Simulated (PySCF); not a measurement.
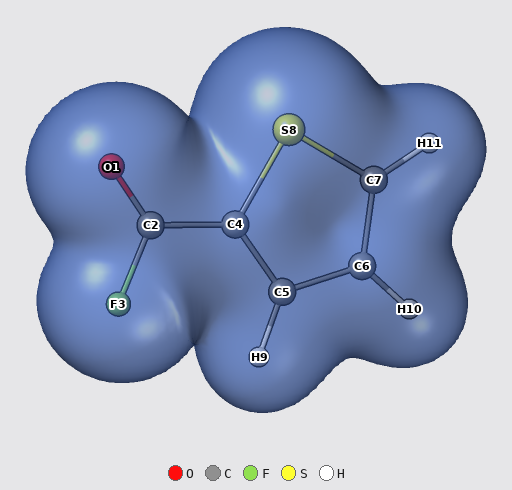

Figure. C5H3FOS (SMILES O=C(F)c1cccs1). Isosurface of the total electron density at 0.05 e/Å³ (blue), seen at a tilt.

Geometry: PBE0-D3(BJ)/def2-SVP.

All numbers below come from PySCF, wB97X-D/def2-SVPD, SCF density, gas phase.

```
atom    x (Å)    y (Å)    z (Å)
   O   2.7282   1.3459  -0.5278
   C   2.0909   0.3536  -0.3931
   F   2.6658  -0.8565  -0.4766
   C   0.6620   0.2412  -0.1293
   C  -0.1008  -0.8995   0.0153
   C  -1.4613  -0.6058   0.2636
   C  -1.6991   0.7492   0.3029
   S  -0.2870   1.6719   0.0401
   H   0.3224  -1.9013  -0.0586
   H  -2.2380  -1.3571   0.4091
   H  -2.6504   1.2518   0.4768
```

> How is the density connected at this value?

At this value the surface is in one piece. It bridges the sampled C–O (1.19 Å), C–F (1.34 Å), C–C (1.38 Å) and C–S (1.71 Å) contacts, where the density stays above the isovalue. On the grid the lowest density along these lines, outside the cores, is 3 e/Å³ (C–O, 1.19 Å), 1.8 e/Å³ (C–F, 1.34 Å), 2.1 e/Å³ (C–C, 1.38 Å) and 1.5 e/Å³ (C–S, 1.71 Å).
